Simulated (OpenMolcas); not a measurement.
# One shape, several levels: triplet SiNH4ClO

We compute a comparison of 6 runs (U-r2SCAN/6-31G*, UB3LYP/6-31G*, UBHLYP/6-31G*, UM06-L/6-31G*, UTPSS/6-31G*) of triplet SiNH4ClO. 

The calculation is run with OpenMolcas 26.06.

2 further runs of the same task are left out: 2 set aside as unsound or not needed.

## (1) The structure to begin with

SiNH4ClO has 8 atoms, charge 0, and is taken as a triplet. SMILES of the parent species: `N[SiH](O)Cl`. The coordinates come from a PBE0-D4/def2-TZVP relaxation. This is one conformer, not always the lowest. That shape belongs to the parent species and isn't relaxed for this state.

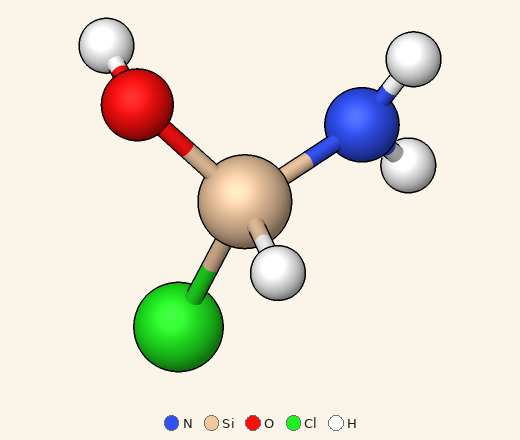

Viewed from a chosen angle; nitrogen blue, silicon light orange, oxygen red, chlorine green, hydrogen white.

## (2) A single-point energy at U-r2SCAN/6-31G(d) (spherical functions) (run 1)

The input, test.inp:

```
* ClH4NOSi Kohn-Sham DFT
&GATEWAY
BasLib=$CurrDir
Coord
8
bohr
N     -1.41691665     1.67354146    -0.54613085
Si     0.99097238    -0.42745605    -0.21788542
O      1.04180601    -1.62762111     2.62086116
Cl     0.32711159    -3.10217441    -2.96101186
H     -2.30017464     1.88594667    -2.21608183
H     -1.52482001     3.23596702     0.53479249
H      3.58424354     0.52383208    -0.58316948
H     -0.52817845    -2.26993902     3.26299010
Basis=6-31Gs
Group=NoSym
&SEWARD
GridInput
Grid=UltraFine
End of Grid
&SCF
UHF
Spin=3
KSDFT=2
1.0 MGGA_X_R2SCAN
1.0 MGGA_C_R2SCAN
Thresholds=1e-10 1e-07 1e-07 1e-05
PrOrbitals=1 2
```

The basis set 6-31G* is read from a file made from the Basis Set Exchange's data (not shown).

Launch:

```sh
$ export MOLCAS_MEM=1860
$ pymolcas test.inp > test.log
```

Standard output:

```text
--- Start Module: gateway ---
[...]
--- Stop Module: gateway /rc=_RC_ALL_IS_WELL_ ---
--- Start Module: seward ---
[...]
      Basis functions           72
--- Stop Module: seward /rc=_RC_ALL_IS_WELL_ ---
[...]
--- Start Module: scf ---
[...]
       Convergence after  28 Iterations
[...]
::    Total KS-DFT energy                            -881.7691577101
[...]
      Total spin, S                                     1.0016595060
[...]
      Total electronic charge=   50.000000
      Total            charge=   -0.000000
[...]
      Dipole Moment (debye):
      Origin of the operator (angstrom)=    0.1921   -0.6528   -0.4058
                   X= -1.3630E+00               Y=  6.5104E-01               Z=  4.5414E-01           Total=  1.5773E+00
      Quadrupole Moment (debye*angstrom):
[...]
--- Stop Module: scf /rc=_RC_ALL_IS_WELL_ ---
[...]
```

It took 64 s on 1 thread of Intel Xeon Platinum 8375C at 2.90GHz (Ice Lake), shared host; peak memory 0.42 GiB.

## (3) A single-point energy at UB3LYP/6-31G(d) (spherical functions) (run 2)

The input, mol.input:

```
* ClH4NOSi Kohn-Sham DFT
>>> EXPORT MOLCAS_PRINT=2
&gateway
baslib
$CurrDir
coord
8
angstrom
N       -0.749800       0.885600      -0.289000
Si       0.524400      -0.226200      -0.115300
O        0.551300      -0.861300       1.386900
Cl       0.173100      -1.641600      -1.566900
H       -1.217200       0.998000      -1.172700
H       -0.806900       1.712400       0.283000
H        1.896700       0.277200      -0.308600
H       -0.279500      -1.201200       1.726700
basis
6-31Gs
group
NoSym
&seward
gridinput
Grid=UltraFine
End of Grid
&scf
uhf
spin
3
ksdft
B3LYP
thresholds
1e-10 1e-07 1e-07 1e-05
prorbitals
1 2
```

The basis set 6-31G* is read from a file made from the Basis Set Exchange's data (not shown).

Launch:

```sh
$ export MOLCAS_MEM=1860
$ pymolcas mol.input > mol.log
```

Standard output:

```text
--- Start Module: gateway ---
[...]
--- Stop Module: gateway /rc=_RC_ALL_IS_WELL_ ---
--- Start Module: seward ---
[...]
      Basis functions           72
--- Stop Module: seward /rc=_RC_ALL_IS_WELL_ ---
[...]
--- Start Module: scf ---
[...]
       Convergence after  27 Iterations
[...]
::    Total KS-DFT energy                            -881.9219873010
[...]
      Total spin, S                                     1.0011177957
[...]
      Total electronic charge=   50.000000
      Total            charge=   -0.000000
[...]
      Dipole Moment (debye):
      Origin of the operator (angstrom)=    0.1921   -0.6528   -0.4058
                   X= -1.3988E+00               Y=  9.4261E-01               Z=  3.5700E-01           Total=  1.7242E+00
      Quadrupole Moment (debye*angstrom):
[...]
--- Stop Module: scf /rc=_RC_ALL_IS_WELL_ ---
[...]
```

It took 42 s on 1 thread of Intel Xeon Platinum 8375C at 2.90GHz (Ice Lake), shared host; peak memory 0.42 GiB.

Runs 3 to 5 aren't shown in full; the table further down has their settings and results.

## (4) The energy at UB3LYP/6-31G(d) (Cartesian functions) (run 6)

The input, calc.inp:

```
* ClH4NOSi Kohn-Sham DFT

&gateway
  baslib=$CurrDir
  coord
  8
  angstrom
  N       -0.749800       0.885600      -0.289000
  Si       0.524400      -0.226200      -0.115300
  O        0.551300      -0.861300       1.386900
  Cl       0.173100      -1.641600      -1.566900
  H       -1.217200       0.998000      -1.172700
  H       -0.806900       1.712400       0.283000
  H        1.896700       0.277200      -0.308600
  H       -0.279500      -1.201200       1.726700
  basis=6-31Gs
  group=NoSym

&seward
  gridinput
  Grid=UltraFine
  End of Grid

&scf
  uhf
  spin=3
  ksdft=B3LYP
  thresholds=1e-10 1e-07 1e-07 1e-05
  prorbitals=1 1
```

The basis set 6-31G* is read from a file made from the Basis Set Exchange's data (not shown).

Launch:

```sh
$ export MOLCAS_MEM=1860
$ pymolcas calc.inp > calc.log
```

Standard output:

```text
--- Start Module: gateway ---
[...]
--- Stop Module: gateway /rc=_RC_ALL_IS_WELL_ ---
--- Start Module: seward ---
[...]
      Basis functions           76
--- Stop Module: seward /rc=_RC_ALL_IS_WELL_ ---
[...]
--- Start Module: scf ---
[...]
       Convergence after  26 Iterations
[...]
::    Total KS-DFT energy                            -881.9304980740
[...]
      Total spin, S                                     1.0011368152
[...]
      Total electronic charge=   50.000000
      Total            charge=   -0.000000
[...]
      Dipole Moment (debye):
      Origin of the operator (angstrom)=    0.1921   -0.6528   -0.4058
                   X= -1.3759E+00               Y=  9.3561E-01               Z=  3.1287E-01           Total=  1.6931E+00
      Quadrupole Moment (debye*angstrom):
[...]
--- Stop Module: scf /rc=_RC_ALL_IS_WELL_ ---
[...]
```

Wall time 45 s (1 thread of Intel Xeon Platinum 8375C at 2.90GHz (Ice Lake), shared host); peak memory 0.43 GiB.

## (5) All runs side by side

| run | level | Cartesian functions | energy (Eh) | dipole moment (D) | HOMO energy (eV) | ⟨S²⟩ | wall time |
| --- | --- | --- | --- | --- | --- | --- | --- |
| 1 | U-r2SCAN/6-31G* (spherical functions) | no | -881.769158 | 1.58 | -0.74 | 2.005 | 64 s |
| 2 | UB3LYP/6-31G* (spherical functions) | no | -881.921987 | 1.72 | -1.10 | 2.003 | 42 s |
| 3 | UBHLYP/6-31G* (spherical functions) | no | -881.819163 | 1.90 | -1.79 | 2.004 | 37 s |
| 4 | UM06-L/6-31G* (spherical functions) | no | -881.858208 | 1.72 | -0.42 | 2.004 | 63 s |
| 5 | UTPSS/6-31G* (spherical functions) | no | -881.947300 | 1.61 | -0.55 | 2.004 | 68 s |
| 6 | UB3LYP/6-31G* (Cartesian functions) | yes | -881.930498 | 1.69 | -1.14 | 2.003 | 45 s |

## (6) Summary of results

| quantity | value |
| --- | --- |
| run 6: total energy | -881.93050 Eh |
| run 6: dipole moment | 1.69 D |
| run 6: HOMO energy (highest over α and β) | -1.14 eV |
| run 6: ⟨S²⟩ | 2.003 |

**Reading.** The dipole moment (its size) runs from 1.58 D (U-r2SCAN/6-31G*) to 1.90 D (UBHLYP/6-31G*). Totals of different functionals can't be ranked against each other. All runs together took 5.3 min, the longest 68 s.
